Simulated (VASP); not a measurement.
Band structure of CdO (rock salt). Method: PBE GGA with D3 dispersion (zero damping), VASP's PBE PAW potentials (set 64) (plane waves; VASP 6.6.1).

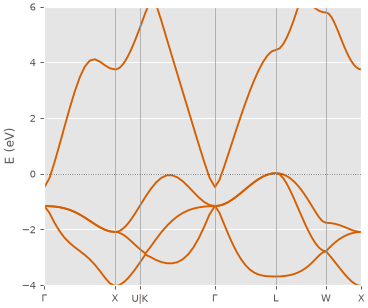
Figure. Bands along high-symmetry lines, zero at the valence-band maximum or, without a gap, the Fermi level

Task: Read the plot: is there a gap, and where are the band edges?

Result: It has no gap at this level: it comes out as a metal or semimetal. (Edges off the drawn lines would not show.)

The compound is CdO in the rock salt structure. It was relaxed first.
